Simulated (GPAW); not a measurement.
**GeH3O (SMILES [O][GeH3]): a first try and a second**

Aim: the charge distribution of GeH3O at UPBE/real-space grid (scalar-relativistic datasets).

Program for the calculation: GPAW 26.7.0.

4 further runs of the same task are left out: 2 that didn't finish, 2 set aside as unsound or not needed. Runs told in other sessions of the task aren't counted.

## Step 1: The molecule

GeH3O: 5 atoms, total charge 0, spin state doublet. As SMILES, `[O][GeH3]`. The shape is that of a PBE0-D4/def2-TZVP optimisation.

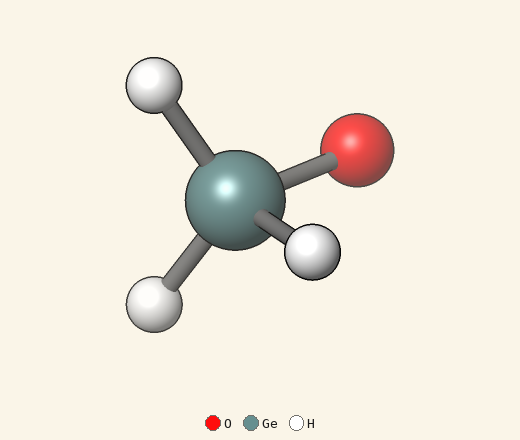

The structure, seen from a chosen angle (oxygen red, germanium teal, hydrogen white).

## Step 2: First attempt

Input file gs.xyz:

```xyz
5

O     -1.443900     0.418600     0.777300
Ge     0.072300    -0.056300    -0.056900
H     -0.162200    -0.091200    -1.574700
H      0.548000    -1.418100     0.471500
H      1.035700     1.073400     0.341400
```

Input file run.py:

```python
import numpy as np
from ase.io import read
from ase.units import Debye
from gpaw import GPAW

# Structure
mol = read('gs.xyz')
mol.center(vacuum=4.5)
mol.set_initial_magnetic_moments([0.5, 0.5, 0.0, 0.0, 0.0])

# GPAW settings
gpaw_calc = GPAW(mode='lcao',
                 basis='tzp',
                 h=0.2,
                 xc='PBE',
                 occupations={'name': 'fermi-dirac', 'width': 0.02, 'fixmagmom': True},
                 maxiter=70,
                 symmetry='off',
                 txt='-')
mol.calc = gpaw_calc

energy = mol.get_potential_energy()
print(f'Energy = {energy:.5f} eV')
forces = mol.get_forces()
print('Forces (eV/Ang)')
for symbol, f in zip(mol.symbols, forces):
    print(f'{symbol:2} {f[0]:9.4f} {f[1]:9.4f} {f[2]:9.4f}')
dipole = mol.get_dipole_moment() / Debye
print(f'Dipole: {np.linalg.norm(dipole):.3f} D')
```

Started as:

```
python run.py
```

The log of the run:

```text
__  _  _
 | _ |_)|_||  |
 |__||  | ||/\| - 26.7.0

units:  Angstrom and eV
cores:  1
OpenMP: False

Versions:
  Python: 3.12.14
  ASE:    3.29.0
  Numpy:  2.5.5
  Scipy:  1.18.1
  Libxc:  7.0.0

        _gpaw.cpython-312-aarch64-linux-gnu.so

Input parameters:
  mode=LCAO(),
  basis={'default': 'tzp'},
  h=0.2,
  maxiter=70,
  occupations=Occupations(name='fermi-dirac', width=0.02, fixmagmom=True),
  symmetry=Symmetry(point_group=False, time_reversal=False),
  xc=XC(name='PBE')
FileNotFoundError: Could not find required basis set file "O.tzp.basis".

You need to set the GPAW_SETUP_PATH environment variable to point to
the directories where PAW dataset and basis files are stored.  See
```

It took 0.52 s on 1 thread of Arm Neoverse V2, shared host; peak memory 0.092 GiB.

## Step 3: Diagnosis

The input was rejected.

The telling line is `FileNotFoundError: Could not find required basis set file "O.tzp.basis".`. What is wrong: a data file that the run needs (basis, dataset or core potential) isn't installed. To mend it, install or generate that file, or choose a functional or basis whose files are there.

## Step 4: Try two

Input file geh3o.xyz:

```xyz
5

O     -1.443900     0.418600     0.777300
Ge     0.072300    -0.056300    -0.056900
H     -0.162200    -0.091200    -1.574700
H      0.548000    -1.418100     0.471500
H      1.035700     1.073400     0.341400
```

Input file run.py:

```python
import numpy as np
from ase.io import read
from ase.units import Debye
from gpaw import GPAW

atoms = read('geh3o.xyz')
atoms.center(vacuum=4.5)
atoms.set_initial_magnetic_moments([0.5, 0.5, 0.0, 0.0, 0.0])

calc = GPAW(mode='fd',
            h=0.2,
            occupations={'name': 'fermi-dirac', 'width': 0.02, 'fixmagmom': True},
            symmetry='off',
            maxiter=100,
            xc='PBE',
            txt='-')
atoms.calc = calc

energy = atoms.get_potential_energy()
print(f'Energy                  {energy:.5f} eV')
forces = atoms.get_forces()
print('Forces (eV/Ang)')
for symbol, f in zip(atoms.symbols, forces):
    print(f'{symbol:2} {f[0]:9.4f} {f[1]:9.4f} {f[2]:9.4f}')
dipole = atoms.get_dipole_moment() / Debye
print(f'Dipole: {np.linalg.norm(dipole):.3f} D')
```

Started as:

```
python3 -u run.py | tee run.out
```

The log of the run:

```text
[...]
Number of symmetries: 1
[...]
  Number of IBZ points: 1
[...]
Spin-components: 2 (collinear spins)
Bands:           11
[...]
  Valence electrons: 13.0
[...]
  Grid points: [56 56 56]
  Charge: 0.0  # |e|
[...]
    cutoffs:
[...]
occupation numbers:
  Fixed magnetic moment: 1.000
[...]
xc functional:
  name: PBE with 2 nearest neighbor stencil
[...]
|iter     |     time |      energy | eigst |  dens |  magmom |
[...]
|iter:   1| 00:00:02 |  -19.841200 | +0.86 |       |  +0.9928|
[...]
|iter:  19| 00:00:26 |  -18.884548c| -7.72c| -5.41c|  +1.0000|
Converged in 19 steps
[...]
Energy contributions relative to reference atoms: (reference = -59175.960640)
Energy contributions:
  Kinetic:          33.950174
  Coulomb:         -35.090148
  Zero:              0.611133
  External:          0.000000
  Xc:              -18.355707
  Entropy:          -0.000000
  Spinorbit:         0.000000
  ----------------------------
  Free energy:     -18.884548
  Extrapolated:    -18.884548
dipole moment: (0.408822, -0.108407, -0.217898)  # |e|*Ang
Total magnetic moment: (0.000000, 0.000000, 1.000000)
Local magnetic moments
|        x |        y |         z |
|----------|----------|-----------|
| 0.000000 | 0.000000 |  0.505455 |  # O    0
| 0.000000 | 0.000000 | -0.011720 |  # Ge   1
| 0.000000 | 0.000000 |  0.006629 |  # H    2
| 0.000000 | 0.000000 |  0.003961 |  # H    3
| 0.000000 | 0.000000 |  0.029786 |  # H    4
Fermi levels: -4.969, -6.337
Eigenvalues  # (at kpt = [0.000, 0.000, 0.000])
| band index |      eig [eV] | occ [0-1] |      eig [eV] | occ [0-1] |
|------------|---------------|-----------|---------------|-----------|
|          0 |       -23.754 |     1.000 |       -22.320 |     1.000 |
|          1 |       -14.196 |     1.000 |       -14.035 |     1.000 |
|          2 |       -10.015 |     1.000 |        -9.202 |     1.000 |
|          3 |        -9.262 |     1.000 |        -9.159 |     1.000 |
|          4 |        -9.048 |     1.000 |        -8.550 |     1.000 |
|          5 |        -8.342 |     1.000 |        -6.690 |     1.000 |
|          6 |        -7.173 |     1.000 |        -5.984 |     0.000 |
|          7 |        -1.082 |     0.000 |        -0.968 |     0.000 |
|          8 |        -0.803 |     0.000 |        -0.733 |     0.000 |
|          9 |         0.245 |     0.000 |         0.335 |     0.000 |
|         10 |         0.384 |     0.000 |         0.428 |     0.000 |
Gap: 4.902 eV
Transition (v -> c):
[...]
Forces (eV/Ang)
O    -0.2358    0.1928    0.1996
Ge   -0.0268   -0.2213   -0.0794
H     0.0000    0.0539   -0.2673
H     0.1302   -0.2249    0.1056
H     0.2047    0.2510    0.0811
Dipole: 2.285 D
```

Run time: 26 s. Hardware: 1 thread of Arm Neoverse V2, shared host; peak memory 0.61 GiB.

## Step 5: Results

At UPBE/real-space grid (scalar-relativistic datasets):

```
                                              quantity        value
energy as printed (from the program's reference atoms)  -18.8845 eV
                                         dipole moment       2.29 D
                    HOMO energy (highest over α and β)     -6.69 eV
                     LUMO energy (lowest over α and β)     -5.98 eV
```
